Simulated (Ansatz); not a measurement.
CuI, pressure series

The parent structure is CuI in the zinc blende structure (space group F-43m, No. 216; a = 6.079 Å).

Cell and atoms are relaxed at each pressure.

All numbers come from PBE (Ansatz, a first-principles code; PAW; 420 eV plane waves; spin-orbit coupling left out).

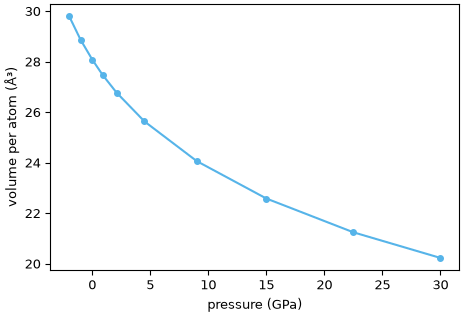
Figure. Volume per atom against pressure

```csv
pressure (GPa),volume per atom
-2,29.81 Å³
-1,28.86 Å³
0.9,27.47 Å³
2.1,26.77 Å³
4.5,25.63 Å³
9,24.06 Å³
15,22.58 Å³
22.5,21.24 Å³
30,20.23 Å³
```

Load acts through the strain it causes; cell and atoms are relaxed under it. Whether these cells are dynamically stable was not tested. Tetrahedral semiconductors of this kind turn to denser phases somewhere between about 1 and 50 GPa; those were not computed, so compressed cells here can lie past the real transition. All final runs are without spin polarisation.
